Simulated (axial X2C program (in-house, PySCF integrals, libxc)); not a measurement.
# A two-component session on PAl: properties at the nuclei

Aim: properties at the nuclei of PAl, with spin–orbit coupling in the Hamiltonian from the start.

Computed with an in-house X2C program for linear molecules on PySCF integrals. Level: two-component X2C with atomic mean-field terms, P dyall-v3z, Al dyall-v3z.

All values are calculated.

### 1 The job

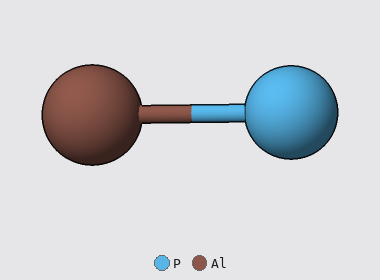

The two atoms at 2.150 Å (phosphorus blue, aluminium brown).

Contents of task.json:

```json
{"zs": [15, 13], "q": 0, "bas": ["dyall-v3z", "dyall-v3z"], "r0": 2.15, "levels": ["PBE0", "HF", "B3LYP", "PBE", "BP86"], "nst": 3}
```

Keys: zs atomic numbers; q charge; bas basis sets; r0 starting distance in Å; levels methods (HF also brings MP2); nst determinants followed.

Command:

```console
$ python soeom.py task.json out
```

Nuclei are Gaussian, cores are contracted, and the Gaunt term is on.

### 2 Expectation values, lowest determinant

R = 2.217 Å. State: Ω = 2 (excess of +ω over −ω: ω = 1/2, ω = 3/2).

Output of the PBE0 run:

```text
two-component X2C + atomic mean field  PBE0
basis functions 95  fitting functions 600  grid points 4357
iter        total energy     max residual
   1       -584.671828228     1.70e-05
   2       -584.671828253     1.06e-05
   3       -584.671828261     8.23e-06
   4       -584.671828268     4.77e-06
   5       -584.671828271     7.71e-07
   6       -584.671828271     9.45e-08
converged
one-electron -903.23952519  Coulomb 313.79898235  exact exchange -10.20366672  xc functional -31.49658434  nuclear repulsion 46.54468026  atomic mean-field constant -0.07571462
```

The highest occupied spinor is 69% P p, 24% Al p, 5% Al d.

```tsv
level	Eeff magnitude (GV/cm)	Ws magnitude P (kHz)	A∥/gI P (MHz)	qzz P (a.u.)	A∥/gI Al (MHz)	qzz Al (a.u.)	μ (D)
PBE0	0.093	0.00374	95.2	0.24	67.8	-0.62	2.51
HF	0.111	0.00388	64.3	0.43	19.9	-0.72	2.69
B3LYP	0.0843	0.00485	111	0.25	75.5	-0.62	2.47
PBE	0.0873	0.00362	104	0.14	82.4	-0.58	2.29
BP86	0.0869	0.0037	110	0.14	86.9	-0.57	2.31
```

Eeff is the effective electric field on the electron dipole moment in this Ω state and Ws the scalar–pseudoscalar constant (defined with the proton number Z and per Ω); A∥ is the parallel hyperfine constant, which follows by multiplying with the nuclear g factor gI = μI/(I μN); qzz is the electric field gradient, eQq0 = 234.96 MHz × Q/barn × qzz; μ is positive if Al is the positive end. The operators were transformed with the bare-nucleus X2C matrices.

### 3 Expectation values, a higher determinant

R = 2.217 Å. State: Ω = 1 (excess of +ω over −ω: ω = -1/2, ω = 3/2), 0.13 eV above the lowest in the PBE0 search for states (made at or near this distance, with looser thresholds).

Output of the PBE0 run:

```text
two-component X2C + atomic mean field  PBE0
basis functions 95  fitting functions 600  grid points 4357
iter        total energy     max residual
   1       -584.667204600     7.15e-06
   2       -584.667204605     3.90e-06
   3       -584.667204607     4.68e-06
   4       -584.667204610     2.72e-06
   5       -584.667204612     2.20e-06
   6       -584.667204613     1.81e-06
converged
one-electron -903.22643641  Coulomb 313.78713427  exact exchange -10.20254354  xc functional -31.49432457  nuclear repulsion 46.54468026  atomic mean-field constant -0.07571462
```

The highest occupied spinor is 68% P p, 25% Al p, 4% Al d.

```tsv
level	Eeff magnitude (GV/cm)	Ws magnitude P (kHz)	A∥/gI P (MHz)	qzz P (a.u.)	A∥/gI Al (MHz)	qzz Al (a.u.)	μ (D)
PBE0	0.0983	0.00925	137	0.14	-116	-0.66	2.66
HF	0.0992	0.0132	149	0.27	-44	-0.81	3.19
B3LYP	0.0937	0.0105	144	0.17	-124	-0.66	2.60
PBE	0.0887	0.00913	121	0.07	-135	-0.61	2.40
BP86	0.0883	0.00931	126	0.08	-140	-0.61	2.41
```

### 4 Expectation values, a higher determinant

R = 2.217 Å. State: Ω = 1 (excess of +ω over −ω: 2 × ω = 1/2), 0.15 eV above the lowest in the PBE0 search for states (made at or near this distance, with looser thresholds).

Output of the PBE0 run:

```text
two-component X2C + atomic mean field  PBE0
basis functions 95  fitting functions 600  grid points 4357
iter        total energy     max residual
   1       -584.666291732     1.89e-05
   2       -584.666291740     1.57e-05
   3       -584.666291746     9.80e-06
   4       -584.666291749     4.08e-06
   5       -584.666291751     2.14e-06
   6       -584.666291751     5.06e-07
converged
one-electron -903.21882398  Coulomb 313.78015691  exact exchange -10.20247441  xc functional -31.49411590  nuclear repulsion 46.54468026  atomic mean-field constant -0.07571462
```

The highest occupied spinor is 68% P p, 26% Al p, 4% Al d.

```tsv
level	Eeff magnitude (GV/cm)	Ws magnitude P (kHz)	A∥/gI P (MHz)	qzz P (a.u.)	A∥/gI Al (MHz)	qzz Al (a.u.)	μ (D)
PBE0	0.0929	0.00896	345	0.13	188	-0.66	2.67
HF	0.107	0.0118	284	0.25	112	-0.81	3.19
B3LYP	0.0854	0.0107	361	0.17	194	-0.65	2.61
PBE	0.0872	0.00862	359	0.06	215	-0.61	2.40
BP86	0.0866	0.00883	360	0.06	219	-0.61	2.42
```

### 5 Summary of results

```
                                        quantity                                            value
                              lowest determinant   Ω = 2 (excess of +ω over −ω: ω = 1/2, ω = 3/2)
                    Eeff magnitude (GV/cm), PBE0                                            0.093
                      Ws magnitude P (kHz), PBE0                                          0.00374
                             A∥/gI P (MHz), PBE0                                             95.2
                              qzz P (a.u.), PBE0                                             0.24
                              higher determinant  Ω = 1 (excess of +ω over −ω: ω = -1/2, ω = 3/2)
Eeff magnitude (GV/cm), PBE0, higher determinant                                           0.0983
  Ws magnitude P (kHz), PBE0, higher determinant                                          0.00925
         A∥/gI P (MHz), PBE0, higher determinant                                              137
          qzz P (a.u.), PBE0, higher determinant                                             0.14
                              higher determinant        Ω = 1 (excess of +ω over −ω: 2 × ω = 1/2)
Eeff magnitude (GV/cm), PBE0, higher determinant                                           0.0929
  Ws magnitude P (kHz), PBE0, higher determinant                                          0.00896
         A∥/gI P (MHz), PBE0, higher determinant                                              345
          qzz P (a.u.), PBE0, higher determinant                                             0.13
```

In words: In the first state, the effective field runs from 0.0843 to 0.111 GV/cm over the mean-field levels. The expectation values come from single determinants, which for open shells can mix terms of unlike spin or miss the lowest Ω, so a determinant need not be a state. Eeff is the effective electric field on the electron dipole moment in this Ω state and Ws the scalar–pseudoscalar constant (defined with the proton number Z and per Ω); A∥ is the parallel hyperfine constant, which follows by multiplying with the nuclear g factor gI = μI/(I μN); qzz is the electric field gradient, eQq0 = 234.96 MHz × Q/barn × qzz; μ is positive if Al is the positive end. The operators were transformed with the bare-nucleus X2C matrices.
